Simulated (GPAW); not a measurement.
# The basis that the transmission of a carbon nanotube (4, 4); Cl on top of one C, which is raised by 0.35 Å needs

How well does a carbon nanotube (4, 4); Cl on top of one C, which is raised by 0.35 Å conduct at low bias, and how far do basis and functional move the answer?

Main program and level: GPAW 26.7.0; GPAW LCAO, PAW setups; Landauer transmission from Green's functions with principal layers (ASE), zero bias.

## Step 1: The structure

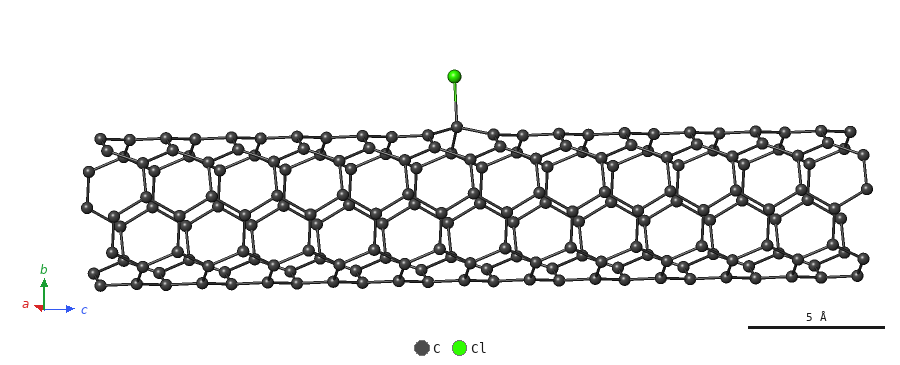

The cell as given, from the side, with the c axis across the page (carbon dark grey, chlorine green).

The cell holds 193 atoms: 192 C and 1 Cl. Cell: a = 13.424 Å, b = 13.424 Å, c = 29.514 Å, α = 90.0°, β = 90.0°, γ = 90.0°. Regions: left lead, 80 atoms (80 C); channel, 33 atoms (32 C and 1 Cl); right lead, 80 atoms (80 C). Vacuum lies along a and b. The structure is stacked along c, and the current runs across the ab planes.

## Step 2: GPAW, szp

The second zeta is dropped, the polarisation orbitals stay.

The input, run.py:

```python
import json
import numpy as np
from ase import Atoms
from ase.transport.calculators import TransportCalculator
from gpaw import GPAW, FermiDirac
from gpaw.lcao.tools import get_lcao_hamiltonian
from scipy.linalg import eigh

# The junction with lead layers at both ends, along the third cell vector
device = Atoms(
    ['C', 'C', 'C', 'C', 'C', 'C', 'C', 'C', 'C', 'C', 'C', 'C', 'C', 'C', 'C', 'C', 'C', 'C', 'C', 'C', 'C', 'C', 'C', 'C', 'C', 'C', 'C', 'C', 'C', 'C', 'C', 'C', 'C', 'C', 'C', 'C', 'C', 'C', 'C', 'C', 'C', 'C', 'C', 'C', 'C', 'C', 'C', 'C', 'C', 'C', 'C', 'C', 'C', 'C', 'C', 'C', 'C', 'C', 'C', 'C', 'C', 'C', 'C', 'C', 'C', 'C', 'C', 'C', 'C', 'C', 'C', 'C', 'C', 'C', 'C', 'C', 'C', 'C', 'C', 'C', 'C', 'C', 'C', 'C', 'C', 'C', 'C', 'C', 'C', 'C', 'C', 'C', 'C', 'Cl', 'C', 'C', 'C', 'C', 'C', 'C', 'C', 'C', 'C', 'C', 'C', 'C', 'C', 'C', 'C', 'C', 'C', 'C', 'C', 'C', 'C', 'C', 'C', 'C', 'C', 'C', 'C', 'C', 'C', 'C', 'C', 'C', 'C', 'C', 'C', 'C', 'C', 'C', 'C', 'C', 'C', 'C', 'C', 'C', 'C', 'C', 'C', 'C', 'C', 'C', 'C', 'C', 'C', 'C', 'C', 'C', 'C', 'C', 'C', 'C', 'C', 'C', 'C', 'C', 'C', 'C', 'C', 'C', 'C', 'C', 'C', 'C', 'C', 'C', 'C', 'C', 'C', 'C', 'C', 'C', 'C', 'C', 'C', 'C', 'C', 'C', 'C', 'C', 'C', 'C', 'C', 'C', 'C', 'C', 'C', 'C', 'C', 'C', 'C'],
    positions=[
        [4.00000, 6.71200, 0.61488],
        [4.36334, 5.35600, 0.61488],
        [5.35600, 9.06066, 0.61488],
        [6.71200, 9.42400, 0.61488],
        [6.71200, 4.00000, 0.61488],
        [8.06800, 4.36334, 0.61488],
        [9.06066, 8.06800, 0.61488],
        [9.42400, 6.71200, 0.61488],
        [4.09241, 7.41392, 1.84463],
        [4.79433, 8.62967, 1.84463],
        [4.79433, 4.79433, 1.84463],
        [6.01008, 4.09241, 1.84463],
        [7.41392, 9.33159, 1.84463],
        [8.62967, 8.62967, 1.84463],
        [8.62967, 4.79433, 1.84463],
        [9.33159, 6.01008, 1.84463],
        [4.00000, 6.71200, 3.07439],
        [4.36334, 5.35600, 3.07439],
        [5.35600, 9.06066, 3.07439],
        [6.71200, 9.42400, 3.07439],
        [6.71200, 4.00000, 3.07439],
        [8.06800, 4.36334, 3.07439],
        [9.06066, 8.06800, 3.07439],
        [9.42400, 6.71200, 3.07439],
        [4.09241, 7.41392, 4.30415],
        [4.79433, 8.62967, 4.30415],
        [4.79433, 4.79433, 4.30415],
        [6.01008, 4.09241, 4.30415],
        [7.41392, 9.33159, 4.30415],
        [8.62967, 8.62967, 4.30415],
[... 157 atom lines left out ...]
        [4.79433, 4.79433, 28.89927],
        [6.01008, 4.09241, 28.89927],
        [7.41392, 9.33159, 28.89927],
        [8.62967, 8.62967, 28.89927],
        [8.62967, 4.79433, 28.89927],
        [9.33159, 6.01008, 28.89927]],
    cell=[[13.424, 0.0, 0.0], [0.0, 13.424, 0.0], [0.0, 0.0, 29.51415]],
    pbc=True,
    magmoms=[0.0, 0.0, 0.0, 0.0, 0.0, 0.0, 0.0, 0.0, 0.0, 0.0, 0.0, 0.0, 0.0, 0.0, 0.0, 0.0, 0.0, 0.0, 0.0, 0.0, 0.0, 0.0, 0.0, 0.0, 0.0, 0.0, 0.0, 0.0, 0.0, 0.0, 0.0, 0.0, 0.0, 0.0, 0.0, 0.0, 0.0, 0.0, 0.0, 0.0, 0.0, 0.0, 0.0, 0.0, 0.0, 0.0, 0.0, 0.0, 0.0, 0.0, 0.0, 0.0, 0.0, 0.0, 0.0, 0.0, 0.0, 0.0, 0.0, 0.0, 0.0, 0.0, 0.0, 0.0, 0.0, 0.0, 0.0, 0.0, 0.0, 0.0, 0.0, 0.0, 0.0, 0.0, 0.0, 0.0, 0.0, 0.0, 0.0, 0.0, 0.0, 0.0, 0.0, 0.0, 0.0, 0.0, 0.5, 0.0, 0.0, 0.0, 0.0, 0.0, 0.0, 0.0, 0.0, 0.0, 0.0, 0.0, 0.0, 0.0, 0.5, 0.0, 0.0, 0.0, 0.0, 0.0, 0.0, 0.0, 0.0, 0.0, 0.0, 0.0, 0.5, 0.0, 0.0, 0.0, 0.0, 0.0, 0.0, 0.0, 0.0, 0.0, 0.0, 0.0, 0.0, 0.0, 0.0, 0.0, 0.0, 0.0, 0.0, 0.0, 0.0, 0.0, 0.0, 0.0, 0.0, 0.0, 0.0, 0.0, 0.0, 0.0, 0.0, 0.0, 0.0, 0.0, 0.0, 0.0, 0.0, 0.0, 0.0, 0.0, 0.0, 0.0, 0.0, 0.0, 0.0, 0.0, 0.0, 0.0, 0.0, 0.0, 0.0, 0.0, 0.0, 0.0, 0.0, 0.0, 0.0, 0.0, 0.0, 0.0, 0.0, 0.0, 0.0, 0.0, 0.0, 0.0, 0.0, 0.0, 0.0, 0.0, 0.0, 0.0, 0.0, 0.0, 0.0, 0.0, 0.0, 0.0, 0.0, 0.0, 0.0])

# One principal layer of the lead: the first 48 atoms of the device
lead = Atoms(
    ['C', 'C', 'C', 'C', 'C', 'C', 'C', 'C', 'C', 'C', 'C', 'C', 'C', 'C', 'C', 'C', 'C', 'C', 'C', 'C', 'C', 'C', 'C', 'C', 'C', 'C', 'C', 'C', 'C', 'C', 'C', 'C', 'C', 'C', 'C', 'C', 'C', 'C', 'C', 'C', 'C', 'C', 'C', 'C', 'C', 'C', 'C', 'C'],
    positions=[
        [4.00000, 6.71200, 0.61488],
        [4.36334, 5.35600, 0.61488],
        [5.35600, 9.06066, 0.61488],
        [6.71200, 9.42400, 0.61488],
        [6.71200, 4.00000, 0.61488],
        [8.06800, 4.36334, 0.61488],
        [9.06066, 8.06800, 0.61488],
        [9.42400, 6.71200, 0.61488],
        [4.09241, 7.41392, 1.84463],
        [4.79433, 8.62967, 1.84463],
        [4.79433, 4.79433, 1.84463],
        [6.01008, 4.09241, 1.84463],
        [7.41392, 9.33159, 1.84463],
        [8.62967, 8.62967, 1.84463],
        [8.62967, 4.79433, 1.84463],
        [9.33159, 6.01008, 1.84463],
        [4.00000, 6.71200, 3.07439],
        [4.36334, 5.35600, 3.07439],
        [5.35600, 9.06066, 3.07439],
        [6.71200, 9.42400, 3.07439],
        [6.71200, 4.00000, 3.07439],
        [8.06800, 4.36334, 3.07439],
        [9.06066, 8.06800, 3.07439],
        [9.42400, 6.71200, 3.07439],
        [4.09241, 7.41392, 4.30415],
        [4.79433, 8.62967, 4.30415],
        [4.79433, 4.79433, 4.30415],
        [6.01008, 4.09241, 4.30415],
        [7.41392, 9.33159, 4.30415],
        [8.62967, 8.62967, 4.30415],
        [8.62967, 4.79433, 4.30415],
        [9.33159, 6.01008, 4.30415],
        [4.00000, 6.71200, 5.53390],
        [4.36334, 5.35600, 5.53390],
        [5.35600, 9.06066, 5.53390],
        [6.71200, 9.42400, 5.53390],
        [6.71200, 4.00000, 5.53390],
        [8.06800, 4.36334, 5.53390],
        [9.06066, 8.06800, 5.53390],
        [9.42400, 6.71200, 5.53390],
        [4.09241, 7.41392, 6.76366],
        [4.79433, 8.62967, 6.76366],
        [4.79433, 4.79433, 6.76366],
        [6.01008, 4.09241, 6.76366],
        [7.41392, 9.33159, 6.76366],
        [8.62967, 8.62967, 6.76366],
        [8.62967, 4.79433, 6.76366],
        [9.33159, 6.01008, 6.76366]],
    cell=[[13.424, 0.0, 0.0], [0.0, 13.424, 0.0], [0.0, 0.0, 7.37854]],
    pbc=True,
    magmoms=[0.0, 0.0, 0.0, 0.0, 0.0, 0.0, 0.0, 0.0, 0.0, 0.0, 0.0, 0.0, 0.0, 0.0, 0.0, 0.0, 0.0, 0.0, 0.0, 0.0, 0.0, 0.0, 0.0, 0.0, 0.0, 0.0, 0.0, 0.0, 0.0, 0.0, 0.0, 0.0, 0.0, 0.0, 0.0, 0.0, 0.0, 0.0, 0.0, 0.0, 0.0, 0.0, 0.0, 0.0, 0.0, 0.0, 0.0, 0.0])

settings = dict(mode='lcao', basis='szp(dzp)', xc='PBE', h=0.2,
                occupations=FermiDirac(0.1), maxiter=250,
                mixer=dict(beta=0.05, nmaxold=8, weight=100.0),
                convergence=dict(density=0.0001))
energies = np.arange(-2, 2 + 1e-9, 0.05)
eta = 0.0001
n1, n2 = 1, 1
# k and -k transmit alike, so half of the mesh across the current serves
mesh = [(i, j) for i in range(n1) for j in range(n2) if (i, j) <= (-i % n1, -j % n2)]
weights = np.array([1 if (i, j) == (-i % n1, -j % n2) else 2 for i, j in mesh]) / (n1 * n2)


def ground_state(atoms, size, txt):
    atoms.calc = GPAW(kpts={'size': size, 'gamma': True}, symmetry={'tolerance': 1e-3}, txt=txt, **settings)
    atoms.get_potential_energy()
    return atoms.calc.get_fermi_level()


def blocks(atoms, fermi, points, nz, cells):
    """H - E_F S and S between cell 0 and the cells above it, at each point across the current."""
    kz = np.arange(nz) / nz
    calc = atoms.calc.fixed_density(kpts=[(*k, z) for k in points for z in kz], symmetry='off', txt=None)
    H, S = get_lcao_hamiltonian(calc)
    H = (H - fermi * S).reshape(len(H), len(points), nz, *S.shape[1:])
    S = S.reshape(H.shape[1:])
    phases = [np.exp(-2j * np.pi * kz * R) / nz for R in cells]
    return [(np.einsum('skzij,z->ksij', H, p), np.einsum('kzij,z->kij', S, p)) for p in phases]


def pair(a, b):
    return np.block([[a, b], [b.T.conj(), a]])


def count_channels(h, s, cells, nk=240):
    """Half the number of times that the lead's bands cross each energy, unfolded to its shortest repeat."""
    b = len(h) // cells
    bands = []
    for k in (np.arange(nk + 1) + 0.5) / nk:
        hk, sk = h[:b, :b].copy(), s[:b, :b].copy()
        for R in range(1, cells):
            phase, block = np.exp(2j * np.pi * k * R), slice(R * b, (R + 1) * b)
            hk += h[:b, block] * phase + (h[:b, block] * phase).T.conj()
            sk += s[:b, block] * phase + (s[:b, block] * phase).T.conj()
        w, u = eigh(sk)
        x = u[:, w > 1e-5] / w[w > 1e-5]**0.5  # drop near-dependent combinations
        bands.append(np.r_[eigh(x.T.conj() @ hk @ x, eigvals_only=True), [1e9] * (w <= 1e-5).sum()])
    below = np.array(bands)[:, :, None] < energies
    return (below[1:] != below[:-1]).sum((0, 1)) / 2


fermi_lead = ground_state(lead, (1, 1, 15), 'lead.txt')
fermi_device = ground_state(device, (1, 1, 3), 'device.txt')
T, channels, eigen, tail, misfit, shifts = [], [], [], 0.0, 0.0, []
for first in range(0, len(mesh), 1):
    points = [(i / n1, j / n2) for i, j in mesh[first:first + 1]]
    (H0k, S0k), (H1k, S1k), (H2k, _) = blocks(lead, fermi_lead, points, 5, range(3))
    [(Hk, Sk)] = blocks(device, fermi_device, points, 2, [0])
    tail = max(tail, abs(H2k).max())
    for H0, S0, H1, S1, H, S in zip(H0k, S0k, H1k, S1k, Hk, Sk):
        n = len(S0)
        # Shift the lead onto the potential of the device's first layer
        shift = ((H[:, 0, 0] - H0[:, 0, 0]) / S0[0, 0]).real.mean()
        shifts.append(shift)
        misfit = max(misfit, abs(H[:, :n, :n] - H0 - shift * S0).max())
        Tk, Ck, Ek = [], [], []
        for s in range(len(H)):
            t = s % len(H0)  # a lead without moments serves both spins
            h1, s1 = pair(H0[t] + shift * S0, H1[t] + shift * S1), pair(S0, S1)
            leads = dict(h1=h1, s1=s1, energies=energies, eta=eta, eta1=eta, eta2=eta)
            calc = TransportCalculator(h=H[s], s=S, eigenchannels=3, **leads)
            Tk.append(calc.get_transmission())
            Ek.append(np.sort(calc.eigenchannels_ne, axis=0)[::-1])
            Ck.append(count_channels(h1, s1, 6))
        T.append(Tk)
        channels.append(Ck)
        eigen.append(Ek)
T, channels = np.array(T), np.array(channels)
mean, open_channels = np.einsum('kse,k->se', T, weights), np.einsum('kse,k->se', channels, weights)

print(f'basis functions: device {len(S)}, principal layer {n}')
print(f'Fermi level: lead {fermi_lead:.4f} eV, device {fermi_device:.4f} eV; lead shifted by {np.mean(shifts):.4f} eV')
print(f'largest coupling past the next layer {tail:.2e} eV, largest misfit of the first layer {misfit:.3f} eV')
print('  E-E_F (eV)   ' + 'T up        T down      channels up  channels down')
for e, t, c in zip(energies, mean.T, open_channels.T):
    print(f'{e:10.3f}  ', *[f'{x:11.4e}' for x in t], *[f'{x:9.4f}' for x in c])

kT = 8.617333e-5 * 200
fine = np.linspace(energies[0], energies[-1], 4001)
both = np.exp(np.interp(fine, energies, np.log(np.maximum(mean.sum(0) * 2 / len(mean), 1e-30))))
fermi = lambda mu: 1 / (1 + np.exp(np.clip((fine - mu) / kT, -200, 200)))
slope = fermi(0) * (1 - fermi(0)) / kT
G = np.trapezoid(both * slope, fine) / 2
seebeck = -np.trapezoid(both * slope * fine, fine) / (2 * G * 200) * 1e6
print(f'conductance at 200 K: {G:.5g} G0 a cell; thermopower {seebeck:.4g} uV/K')
bias = [0.1, 0.2, 0.5, 1.0, 1.5, 2.0]
current = [38.74 * np.trapezoid(both * (fermi(V / 2) - fermi(-V / 2)), fine) for V in bias]
for V, I in zip(bias, current):
    print(f'current from the zero-bias T(E) at {V} V: {I:.5g} uA')
zero = abs(energies).argmin()
json.dump(dict(energies=energies.tolist(), T=mean.tolist(), channels=open_channels.tolist(), G=G, seebeck=seebeck,
               bias=bias, current=current, tail=tail, misfit=misfit, shift=np.mean(shifts), n_device=len(S), n_lead=n,
               fermi=[fermi_lead, fermi_device], energy=device.get_potential_energy(),
               moments=device.get_magnetic_moments().tolist(), mesh=mesh, weights=weights.tolist(),
               T_k=T[:, :, zero].tolist(), eigen=np.array(eigen[0]).tolist()), open('result.json', 'w'))
```

Launch:

```bash
$ OMP_NUM_THREADS=1 OPENBLAS_NUM_THREADS=1 python run.py
```

What it wrote:

```text
basis functions: device 1737, principal layer 432
Fermi level: lead -2.5655 eV, device -2.5654 eV; lead shifted by 0.0078 eV
largest coupling past the next layer 4.11e-15 eV, largest misfit of the first layer 0.032 eV
  E-E_F (eV)   T up        T down      [channel counts left out]
    -2.000    3.9849e+00  3.9848e+00
    -1.950    3.9567e+00  3.9566e+00
    -1.900    3.9224e+00  3.9223e+00
    -1.850    3.8607e+00  3.8606e+00
    -1.800    3.6874e+00  3.6870e+00
    -1.750    2.2668e+00  2.2632e+00
    -1.700    9.9040e-01  9.9034e-01
    -1.650    1.4075e+00  1.4101e+00
    -1.600    1.6865e+00  1.6841e+00
    -1.550    1.6326e+00  1.6307e+00
    -1.500    1.6274e+00  1.6259e+00
    -1.450    1.6426e+00  1.6414e+00
    -1.400    1.6701e+00  1.6692e+00
    -1.350    1.7065e+00  1.7061e+00
    -1.300    1.6610e+00  1.6611e+00
    -1.250    6.9405e-01  6.9375e-01
[...]
1.650    6.4973e+00  6.5003e+00
     1.700    6.2169e+00  6.2163e+00
     1.750    5.9515e+00  5.9518e+00
     1.800    5.8913e+00  5.8920e+00
     1.850    5.8871e+00  5.8878e+00
     1.900    5.8990e+00  5.8997e+00
     1.950    5.9142e+00  5.9149e+00
     2.000    5.9305e+00  5.9312e+00
conductance at 200 K: 1.3712 G0 a cell; thermopower -4.594 uV/K
current from the zero-bias T(E) at 0.1 V: 10.621 uA
current from the zero-bias T(E) at 0.2 V: 21.228 uA
current from the zero-bias T(E) at 0.5 V: 52.884 uA
current from the zero-bias T(E) at 1.0 V: 105.99 uA
current from the zero-bias T(E) at 1.5 V: 162.36 uA
current from the zero-bias T(E) at 2.0 V: 224.82 uA
```

Run time: 77 min. Hardware: 1 thread of Arm Neoverse V1, shared host; peak memory 4.3 GiB.

This step gave:

| Item | Value |
| --- | --- |
| conductance | 1.371 G₀ |
| thermopower | -4.594 μV/K |
| largest coupling past the next principal layer | 4.11e-15 eV |
| largest misfit of the first principal layer | 0.03166 eV |
| shift that aligns the lead | 0.007813 eV |
| basis functions of the junction | 1737 |
| basis functions of a principal layer | 432 |
| transmission at the Fermi level, spin up | 1.371 |
| transmission at the Fermi level, spin down | 1.373 |

Each spin. The transmission, zone mean by energy, zero at the Fermi level:

```
energy (eV)  T, spin up  T, spin down
    -2.0000        3.98          3.98
    -1.7500        2.27          2.26
    -1.5000        1.63          1.63
    -1.3500        1.71          1.71
    -1.2500       0.694         0.694
    -1.0000        1.21          1.21
    -0.7500        1.13          1.13
    -0.5000        1.01          1.00
    -0.2500        1.07          1.07
     0.0000        1.37          1.37
     0.2500        1.64          1.64
     0.5000        1.80          1.80
     0.7500        1.89          1.89
     1.0000        2.97          2.97
     1.2500        6.06          6.06
     1.5000        6.69          6.69
     1.5500        6.74          6.74
     1.7500        5.95          5.95
     2.0000        5.93          5.93
```

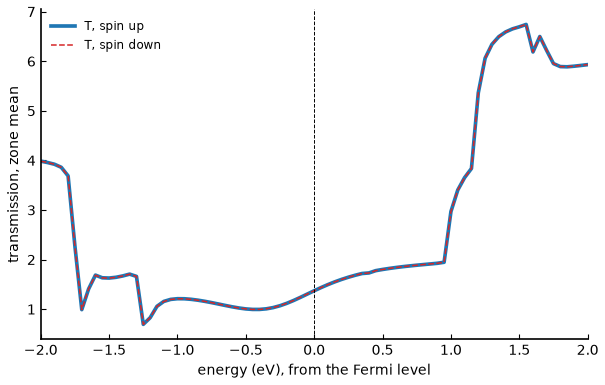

Transmission, zone mean against energy.

Not self-consistent under bias; the bias window is split evenly. The current through one cell, from the zero-bias transmission by bias:

```
bias (V)  current through one cell, from the zero-bias transmission (μA)
   0.100                                                            10.6
   0.200                                                            21.2
   0.500                                                            52.9
   1.000                                                             106
   1.500                                                             162
   2.000                                                             225
```

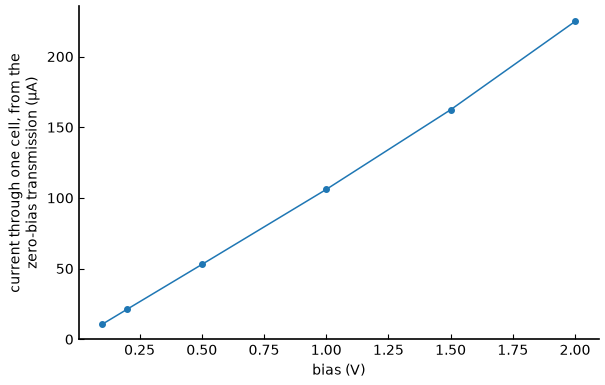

Current through one cell, from the zero-bias transmission, plotted against bias.

Transmission of the three most open eigenchannels against energy, zero at the Fermi level:

```
energy (eV)  channel 1 up  channel 2 up  channel 3 up  channel 1 down  channel 2 down  channel 3 down
     -2.000         0.999         0.996         0.986           0.999           0.996           0.986
     -1.500         0.998         0.629       1.8e-11           0.998           0.628         1.8e-11
     -1.000         0.979         0.232             0           0.979           0.231               0
     -0.500         0.993        0.0122             0           0.993          0.0118               0
      0.000         0.995         0.376             0           0.996           0.377               0
      0.500         0.996         0.804             0           0.997           0.804               0
      1.000         0.999         0.968         0.651           0.999           0.968           0.651
      1.500         0.998         0.997         0.996           0.998           0.997           0.996
      2.000         0.999         0.998         0.998           0.999           0.998           0.998
```

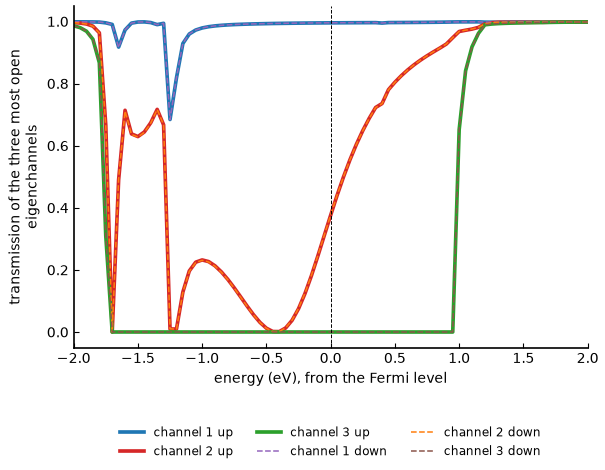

Transmission of the three most open eigenchannels, plotted against energy.

Couplings past the next layer reach 4.1e-15 eV, small enough to drop; the matrix elements of the cell's first layer differ from the bulk lead's by up to 0.032 eV. That layer keeps its own values in the calculation, and only beyond it is the lead taken as perfect.

(Continued in part 2 of 4.)

[Logs are printed without paths, hosts, clocks, repeated set-up lines and the standing remarks that a program may print on its own settings, such as how far it seeks lower states.]

[Hosts, paths, dates, database ids (printed as entryN), source tags and the programs' standing remarks are cut or masked in the printed files.]
